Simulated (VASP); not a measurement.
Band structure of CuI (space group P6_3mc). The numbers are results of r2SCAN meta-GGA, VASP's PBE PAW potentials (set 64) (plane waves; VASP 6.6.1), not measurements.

Unless said otherwise, spin-orbit coupling is left out, though it shifts the bands of the heavy elements here.

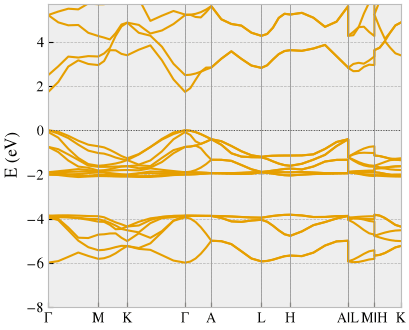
Figure. Bands along high-symmetry lines, zero at the valence-band maximum or, without a gap, the Fermi level

Q: Read the plot: is there a gap, and where are the band edges?

A: The gap is direct, 1.73 eV, from the valence maximum at Γ to the conduction minimum at Γ.

The structure comes from a computed database's CuI entry (P6_3mc); how it stands against other phases isn't given here. It was relaxed first.
